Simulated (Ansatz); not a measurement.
# U-wB97X/cc-pVDZ run of C2HCl2Si (SMILES C#C[Si](Cl)Cl)

What is the electronic atomisation energy of C2HCl2Si at U-wB97X/cc-pVDZ? 

The results are computed with Ansatz 0.2.0.

69 further runs of the same task are left out: 69 set aside as unsound or not needed.

## (1) The structure to begin with

C2HCl2Si has 6 atoms, charge 0, and is taken as a doublet. SMILES: `C#C[Si](Cl)Cl`. The shape is that of a PBE0-D4/def2-TZVP optimisation.

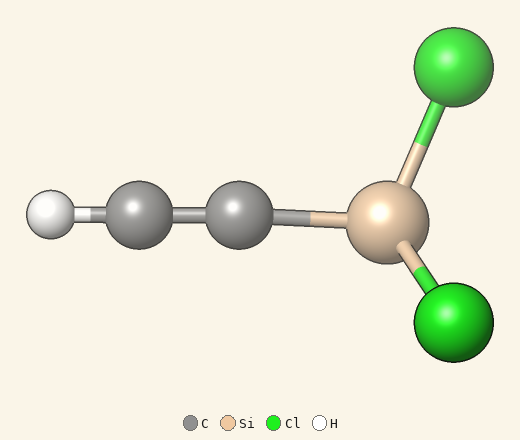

The structure, seen from a chosen angle (carbon grey, silicon light orange, chlorine green, hydrogen white).

## (2) The energy at U-wB97X/cc-pVDZ

File input.yaml:

```yaml
crystal:
  periodic: [false, false, false]
  atoms:
    - {symbol: C, position_ang: [1.324500, 0.483500, 1.111500]}
    - {symbol: C, position_ang: [0.521500, 0.095400, 0.297200]}
    - {symbol: Si, position_ang: [-0.504400, -0.583800, -1.021800]}
    - {symbol: Cl, position_ang: [-1.914000, -1.830600, -0.226100]}
    - {symbol: Cl, position_ang: [-1.406000, 0.937000, -2.046300]}
    - {symbol: H, position_ang: [2.020400, 0.834500, 1.839400]}
basis:
  gaussian:
    orbitals: cc-pVDZ
magnetization:
  spin_polarized: true
  initial_magnetization: 1
hamiltonian:
  xc: {name: wB97X}
accuracy: high
output: {orbitals: {seedname: orbitals}}
```

Launch:

```
$ ansatz run input.yaml --threads 1 --pin off --max-ram 3480MiB --events-out events.jsonl --progress --plain --runs-dir runs
```

The log of the run:

```text
Warning: RAYON_NUM_THREADS=1 ignored (pool sized by the plan → 1); use --threads N
Functional definition: wB97X
  name "wB97X"
  parameter omega = 0.3/bohr
  parameter cx = 0.157706
  parameter cx1 = 0.726479
  parameter cx2 = 1.04760
  parameter cx3 = -5.70635
  parameter cx4 = 13.2794
  parameter css1 = -4.33879
  parameter css2 = 18.2308
  parameter css3 = -31.7430
  parameter css4 = 17.2901
  parameter cos1 = 2.37031
  parameter cos2 = -11.3995
  parameter cos3 = 6.58405
  parameter cos4 = -3.78132
  exchange = spin_sum(e_x_unif_sr(omega)*poly(b97_u_x, 1 - cx, cx1, cx2, cx3, cx4)) + cx*exact_x_sr(omega)
      + exact_x_lr(omega)
  correlation = spin_sum(e_c_pw_same_spin*poly(b97_u_same, 1, css1, css2, css3, css4))
      + integral(e_c_pw_opposite_spin*poly(b97_u_opposite, 1, cos1, cos2, cos3, cos4))
1884 factors; integrals over basis functions are off by at most 3.9e-9 eV
382 factors; integrals over basis functions are off by at most 2.0e-9 eV
mean field evaluation 1: about -35009.0279 eV, gradient 2.1e1 eV
mean field evaluation 2: about -35010.6345 eV, gradient 1.5e1 eV
mean field evaluation 4: about -35011.8929 eV, gradient 1.8e0 eV
mean field evaluation 8: about -35012.0394 eV, gradient 1.1e-1 eV
mean field evaluation 16: about -35012.0396 eV, gradient 9.4e-4 eV
mean field evaluation 32: about -35012.0396 eV, gradient 4.4e-8 eV
mean field -35012.03962203 eV, -1286.6687240966 hartree, gradient 4.4e-8 eV, S^2 0.754255; 0 other end points of the search recorded, 0 dependent functions left out
reference -35012.03961963 eV, -1286.6687240086 hartree; 31, 30 occupied and 56, 57 virtual orbitals, 1884 factors
Total energy: -35012.03961963 eV, -1286.6687240086 hartree
```

Wall time 66 s (1 thread of Arm Neoverse V2, shared host); peak memory 0.89 GiB.

## (3) The C atom, same level

File job.yaml:

```yaml
crystal:
  periodic: [false, false, false]
  atoms:
    - {symbol: C, position_ang: [0.000000, 0.000000, 0.000000]}
basis:
  gaussian:
    orbitals: cc-pVDZ
magnetization:
  spin_polarized: true
  initial_magnetization: 2
hamiltonian:
  xc: {name: wB97X}
accuracy: high
```

Launch:

```
$ ansatz run job.yaml --threads 1 --pin off --max-ram 3480MiB --events-out events.jsonl --progress --plain --runs-dir runs
```

The log of the run (excerpt; [...] marks lines left out):

```text
Warning: RAYON_NUM_THREADS=1 ignored (pool sized by the plan → 1); use --threads N
[... 2 set-up lines as earlier in the session ...]
[...]
      + exact_x_lr(omega)
[...]
      + integral(e_c_pw_opposite_spin*poly(b97_u_opposite, 1, cos1, cos2, cos3, cos4))
96 factors; integrals over basis functions are off by at most 1.3e-9 eV
60 factors; integrals over basis functions are off by at most 6.3e-10 eV
[...]
mean field -1029.66728614 eV, -37.8395748320 hartree, gradient 1.1e-8 eV, S^2 2.004167; 0 other end points of the search recorded, 0 dependent functions left out
reference -1029.66728593 eV, -37.8395748245 hartree; 4, 2 occupied and 10, 12 virtual orbitals, 96 factors
Total energy: -1029.66728593 eV, -37.8395748245 hartree
```

It took 0.99 s on 1 thread of Arm Neoverse V2, shared host; peak memory 0.13 GiB.

## (4) The Cl atom

File in.yaml:

```yaml
crystal:
  periodic: [false, false, false]
  atoms:
    - symbol: Cl
      position_ang: [0.000000, 0.000000, 0.000000]
basis:
  gaussian:
    orbitals: cc-pVDZ
hamiltonian:
  xc: {name: wB97X}
magnetization:
  spin_polarized: true
  initial_magnetization: 1
accuracy: high
```

Run the same way, it converges to -460.13908 Eh (log not shown).

## (5) The H atom, same level

File job.yaml:

```yaml
crystal:
  periodic: [false, false, false]
  atoms:
    - {symbol: H, position_ang: [0.000000, 0.000000, 0.000000]}
basis:
  gaussian:
    orbitals: cc-pVDZ
magnetization:
  spin_polarized: true
  initial_magnetization: 1
hamiltonian:
  xc: {name: wB97X}
accuracy: high
```

Run the same way, it converges to -0.50060 Eh (log not shown).

## (6) The Si atom at the same level

File input.yaml:

```yaml
crystal:
  periodic: [false, false, false]
  atoms:
    - {symbol: Si, position_ang: [0.000000, 0.000000, 0.000000]}
basis:
  gaussian:
    orbitals: cc-pVDZ
magnetization:
  spin_polarized: true
  initial_magnetization: 2
hamiltonian:
  xc: {name: wB97X}
accuracy: high
```

Launch:

```
$ ansatz run input.yaml --threads 1 --pin off --max-ram 3480MiB --events-out events.jsonl --progress --plain --runs-dir runs
```

The log of the run (excerpt; [...] marks lines left out):

```text
Warning: RAYON_NUM_THREADS=1 ignored (pool sized by the plan → 1); use --threads N
[... 2 set-up lines as earlier in the session ...]
[...]
      + exact_x_lr(omega)
[...]
      + integral(e_c_pw_opposite_spin*poly(b97_u_opposite, 1, cos1, cos2, cos3, cos4))
144 factors; integrals over basis functions are off by at most 3.2e-9 eV
76 factors; integrals over basis functions are off by at most 4.6e-10 eV
[...]
mean field -7873.80484022 eV, -289.3569908216 hartree, gradient 8.6e-9 eV, S^2 2.004384; 0 other end points of the search recorded, 0 dependent functions left out
reference -7873.80484013 eV, -289.3569908184 hartree; 8, 6 occupied and 10, 12 virtual orbitals, 144 factors
Total energy: -7873.80484013 eV, -289.3569908184 hartree
```

Run time: 2.2 s. Hardware: 1 thread of Arm Neoverse V2, shared host; peak memory 0.18 GiB.

## (7) Summary of results

Level: U-wB97X/cc-pVDZ.

```
                                    quantity           value
                      molecule: total energy  -1286.66872 Eh
molecule: HOMO energy (highest over α and β)        -8.79 eV
 molecule: LUMO energy (lowest over α and β)        -1.67 eV
                              molecule: ⟨S²⟩           0.754
                        C atom: total energy    -37.83957 Eh
                                C atom: ⟨S²⟩           2.004
                       Cl atom: total energy   -460.13908 Eh
                               Cl atom: ⟨S²⟩           0.752
                        H atom: total energy     -0.50060 Eh
                                H atom: ⟨S²⟩           0.750
                       Si atom: total energy   -289.35699 Eh
                               Si atom: ⟨S²⟩           2.004
               electronic atomisation energy       23.233 eV
```

**Reading.** Taking the molecule apart into free atoms costs 23.23 eV (2242 kJ/mol), before zero-point energy and without spin-orbit coupling.
